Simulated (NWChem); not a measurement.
# One shape, several levels: C3H3FN+ (SMILES C[c+]1nc1F)

We compute a comparison of 4 runs (HF/STO-3G, HF/3-21G, B3LYP/6-31G*) of C3H3FN+. 

The results are computed with NWChem 7.3.0.

## 1. The structure to begin with

C3H3FN+: 8 atoms, total charge +1, spin state singlet. SMILES: `C[c+]1nc1F`. The shape is that of a GFN2-xTB optimisation.

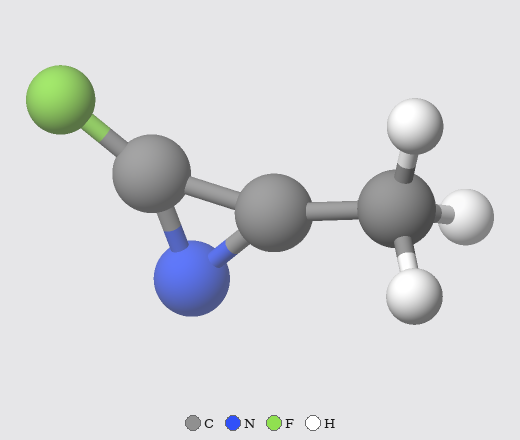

The structure, seen from a chosen angle (carbon grey, nitrogen blue, fluorine green, hydrogen white).

## 2. Energy and forces at HF/STO-3G (run 1)

c3h3fn.nw reads:

```
start c3h3fn
title "C3H3FN hf"
memory total 2200 mb
charge 1

geometry units angstroms noautosym nocenter noautoz
C    -0.832700   -0.532420    0.544270
C     0.268230   -0.014620   -0.162890
N     1.412850   -0.319110   -0.852260
C     1.090790    0.949520   -0.721740
F     1.413460    2.129180   -0.984680
H    -1.503420    0.229600    0.940930
H    -0.471850   -1.203580    1.340210
H    -1.377350   -1.238560   -0.103830
end

basis spherical bse
* library STO-3G
end

scf
singlet
rhf
thresh 1e-08
maxiter 80
print medium
end

task scf gradient
```

Launch:

```bash
$ nwchem c3h3fn.nw > c3h3fn.out
```

Standard output:

```text
[...]
  functions       =    28
[...]
  wavefunction    = RHF
[...]
         Total SCF energy =   -265.394561819306
      One-electron energy =   -659.575440989072
      Two-electron energy =    239.439364082355
 Nuclear repulsion energy =    154.741515087412
        Time for solution =      0.9s
[...]
                         RHF ENERGY GRADIENTS
    atom               coordinates                        gradient
                 x          y          z           x          y          z
   1 C      -1.573575  -1.006128   1.028521    0.060941   0.052971  -0.039069
   2 C       0.506881  -0.027628  -0.307817   -0.042098  -0.048435   0.028167
   3 N       2.669899  -0.603030  -1.610538   -0.044319   0.085729   0.022747
   4 C       2.061294   1.794333  -1.363891    0.049548  -0.009514  -0.029915
   5 F       2.671052   4.023567  -1.860775   -0.020685  -0.061159   0.016023
   6 H      -2.841052   0.433881   1.778100   -0.002737  -0.000490   0.001351
   7 H      -0.891667  -2.274436   2.532630   -0.001633  -0.009726  -0.001892
   8 H      -2.602814  -2.340539  -0.196210    0.000982  -0.009376   0.002589
[...]
```

Wall time 1.6 s (1 thread of AMD EPYC 9R45 (Zen 5), shared host); peak memory 0.1 GiB.

## 3. Energy and forces at HF/3-21G (run 2)

run.nw reads:

```
start run
title "C3H3FN gradient"
memory total 2200 mb
charge 1

geometry noautosym nocenter noautoz
  C     -0.832700    -0.532420     0.544270
  C      0.268230    -0.014620    -0.162890
  N      1.412850    -0.319110    -0.852260
  C      1.090790     0.949520    -0.721740
  F      1.413460     2.129180    -0.984680
  H     -1.503420     0.229600     0.940930
  H     -0.471850    -1.203580     1.340210
  H     -1.377350    -1.238560    -0.103830
end

basis "ao basis" spherical bse
  * library 3-21G
end

scf
  thresh 1e-08
  maxiter 80
  noprint "final vectors analysis"
end

task scf gradient
```

Launch:

```bash
$ nwchem run.nw > run.out
```

Standard output:

```text
[...]
  functions       =    51
[...]
  wavefunction    = RHF
[...]
         Total SCF energy =   -267.322588239693
      One-electron energy =   -661.253076972493
      Two-electron energy =    239.188973645388
 Nuclear repulsion energy =    154.741515087412
        Time for solution =      1.0s
[...]
                         RHF ENERGY GRADIENTS
    atom               coordinates                        gradient
                 x          y          z           x          y          z
   1 C      -1.573575  -1.006128   1.028521    0.025286   0.030111  -0.016353
   2 C       0.506881  -0.027628  -0.307817   -0.040061  -0.043447   0.026618
   3 N       2.669899  -0.603030  -1.610538   -0.004007  -0.000933   0.002547
   4 C       2.061294   1.794333  -1.363891    0.037910   0.049622  -0.025888
   5 F       2.671052   4.023567  -1.860775   -0.014081  -0.023173   0.009887
   6 H      -2.841052   0.433881   1.778100   -0.006166   0.004860   0.003447
   7 H      -0.891667  -2.274436   2.532630    0.001214  -0.008650   0.000858
   8 H      -2.602814  -2.340539  -0.196210   -0.000095  -0.008390  -0.001115
[...]
```

It took 1.7 s on 1 thread of AMD EPYC 9R45 (Zen 5), shared host; peak memory 0.1 GiB.

## 4. Energy and gradient at B3LYP/6-31G(d) (spherical functions) (run 3)

c3h3fn.xyz reads:

```xyz
8

C     -0.832700    -0.532420     0.544270
C      0.268230    -0.014620    -0.162890
N      1.412850    -0.319110    -0.852260
C      1.090790     0.949520    -0.721740
F      1.413460     2.129180    -0.984680
H     -1.503420     0.229600     0.940930
H     -0.471850    -1.203580     1.340210
H     -1.377350    -1.238560    -0.103830
```

c3h3fn.nw reads:

```
start c3h3fn
memory 2200 mb
charge 1

geometry units angstroms noautosym nocenter noautoz
   load format xyz c3h3fn.xyz
end

basis spherical bse
   * library 6-31G*
end

dft
   xc b3lyp
   mult 1
   grid xfine
   convergence energy 1e-08
   maxiter 100
   mulliken
   noprint "final vectors analysis"
end

task dft gradient
```

Launch:

```bash
$ nwchem c3h3fn.nw > c3h3fn.out
```

Standard output:

```text
[...]
          Wavefunction type:  closed shell.
          No. of atoms     :     8
          No. of electrons :    36
[...]
          Charge           :     1
          Spin multiplicity:     1
[...]
          AO basis - number of functions:    76
[...]
              XC Information
              --------------
                         B3LYP Method XC Potential
                     Hartree-Fock (Exact) Exchange  0.200
                        Slater Exchange Functional  0.800 local
                    Becke 1988 Exchange Functional  0.720 non-local
              Lee-Yang-Parr Correlation Functional  0.810
                  VWN I RPA Correlation Functional  0.190 local
[...]
 d= 0,ls=0.0,diis     1   -270.1897871139 -4.25D+02  1.96D-02  1.19D+00     1.4
[...]
 d= 0,ls=0.0,diis    10   -270.3053502493 -5.65D-09  6.01D-07  5.72D-09    11.8
         Total DFT energy =     -270.305350249309
      One electron energy =     -664.853065323994
           Coulomb energy =      274.205082155645
    Exchange-Corr. energy =      -34.398882168370
 Nuclear repulsion energy =      154.741515087412
[...]
      Total Density - Mulliken Population Analysis
     ---------------------------------------------
    Atom       Charge   Shell Charges
 -----------   ------   -------------------------------------------------------
    1 C    6     6.63   2.00  0.67  2.20  0.70  1.02  0.03
    2 C    6     5.57   2.00  0.74  1.96  0.48  0.33  0.07
    3 N    7     7.11   2.00  0.87  2.25  1.00  0.94  0.06
    4 C    6     5.49   2.00  0.68  1.98  0.42  0.29  0.12
    5 F    9     9.07   2.00  0.96  3.30  0.99  1.80  0.02
    6 H    1     0.72   0.51  0.21
    7 H    1     0.70   0.49  0.21
    8 H    1     0.70   0.49  0.21
[...]
  wavefunction    = closed shell
                         DFT ENERGY GRADIENTS
    atom               coordinates                        gradient
                 x          y          z           x          y          z
   1 C      -1.573575  -1.006128   1.028521    0.019933   0.023631  -0.013175
   2 C       0.506881  -0.027628  -0.307817   -0.033592  -0.039235   0.022591
   3 N       2.669899  -0.603030  -1.610538   -0.007361   0.007423   0.004142
   4 C       2.061294   1.794333  -1.363891    0.031375   0.022686  -0.020400
   5 F       2.671052   4.023567  -1.860775   -0.010503  -0.008815   0.006903
   6 H      -2.841052   0.433881   1.778100   -0.000630  -0.001363   0.000286
   7 H      -0.891667  -2.274436   2.532630   -0.001448  -0.002303  -0.003211
   8 H      -2.602814  -2.340539  -0.196210    0.002226  -0.002024   0.002865
[...]
```

Run time: 15 s. Hardware: 1 thread of AMD EPYC 9R45 (Zen 5), shared host; peak memory 0.14 GiB.

## 5. Energy and forces at B3LYP/6-31G(d) (Cartesian functions) (run 4)

c3h3fn.xyz is that of step 4.

c3h3fn.nw reads:

```
start c3h3fn
memory total 2200 mb
charge 1
geometry units angstrom noautosym nocenter noautoz
 load c3h3fn.xyz
end
basis
 * library 6-31G*
end
dft
 xc b3lyp
 mult 1
 grid xfine
 convergence energy 1e-08
 iterations 100
 mulliken
end
task dft gradient
```

Launch:

```bash
$ nwchem c3h3fn.nw > c3h3fn.out
```

Standard output:

```text
[...]
          Wavefunction type:  closed shell.
          No. of atoms     :     8
          No. of electrons :    36
[...]
          Charge           :     1
          Spin multiplicity:     1
[...]
          AO basis - number of functions:    81
[...]
              XC Information
              --------------
                         B3LYP Method XC Potential
                     Hartree-Fock (Exact) Exchange  0.200
                        Slater Exchange Functional  0.800 local
                    Becke 1988 Exchange Functional  0.720 non-local
              Lee-Yang-Parr Correlation Functional  0.810
                  VWN I RPA Correlation Functional  0.190 local
[...]
 d= 0,ls=0.0,diis     1   -270.1920025588 -4.25D+02  1.91D-02  1.38D+00     1.5
[...]
 d= 0,ls=0.0,diis    11   -270.3099936450 -1.22D-09  2.67D-07  8.73D-10    14.0
         Total DFT energy =     -270.309993645004
      One electron energy =     -664.829785512159
           Coulomb energy =      274.142263408805
    Exchange-Corr. energy =      -34.363986629062
 Nuclear repulsion energy =      154.741515087412
[...]
      Total Density - Mulliken Population Analysis
     ---------------------------------------------
    Atom       Charge   Shell Charges
 -----------   ------   -------------------------------------------------------
    1 C    6     6.63   1.99  0.68  2.21  0.71  1.02  0.03
    2 C    6     5.54   1.99  0.76  1.96  0.49  0.31  0.03
    3 N    7     7.16   1.99  0.87  2.26  1.11  0.92  0.01
    4 C    6     5.49   1.99  0.70  1.98  0.41  0.32  0.08
    5 F    9     9.05   1.99  0.98  3.30  0.89  1.80  0.08
    6 H    1     0.72   0.51  0.21
    7 H    1     0.70   0.49  0.21
    8 H    1     0.70   0.49  0.21
[...]
  wavefunction    = closed shell
                         DFT ENERGY GRADIENTS
    atom               coordinates                        gradient
                 x          y          z           x          y          z
   1 C      -1.573575  -1.006128   1.028521    0.019709   0.023588  -0.013034
   2 C       0.506881  -0.027628  -0.307817   -0.033034  -0.039253   0.022246
   3 N       2.669899  -0.603030  -1.610538   -0.007447   0.007266   0.004205
   4 C       2.061294   1.794333  -1.363891    0.031094   0.022693  -0.020228
   5 F       2.671052   4.023567  -1.860775   -0.010344  -0.008532   0.006791
   6 H      -2.841052   0.433881   1.778100   -0.000694  -0.001340   0.000326
   7 H      -0.891667  -2.274436   2.532630   -0.001457  -0.002350  -0.003157
   8 H      -2.602814  -2.340539  -0.196210    0.002174  -0.002072   0.002851
[...]
```

It took 17 s on 1 thread of AMD EPYC 9R45 (Zen 5), shared host; peak memory 0.14 GiB.

## 6. All runs side by side

```
run                               level  iteration cap  module  energy (Eh)  largest force (eV/Å)  wall time
  1                           HF/STO-3G             80     scf  -265.394562                 5.099      1.6 s
  2                            HF/3-21G             80     scf  -267.322588                 3.476      1.7 s
  3  B3LYP/6-31G* (spherical functions)            100     dft  -270.305350                 2.899       15 s
  4  B3LYP/6-31G* (Cartesian functions)            100     dft  -270.309994                 2.875       17 s
```

## 7. What came out

| quantity | value |
| --- | --- |
| run 4: total energy | -270.30999 Eh |
| run 4: HOMO energy | -15.25 eV |
| run 4: LUMO energy | -8.79 eV |
| run 4: HOMO–LUMO gap | 6.46 eV |
| run 4: largest force on an atom | 2.875 eV/Å |

In run 1 the basis is minimal, so the values are rough. All runs together took 35 s, the longest 17 s.
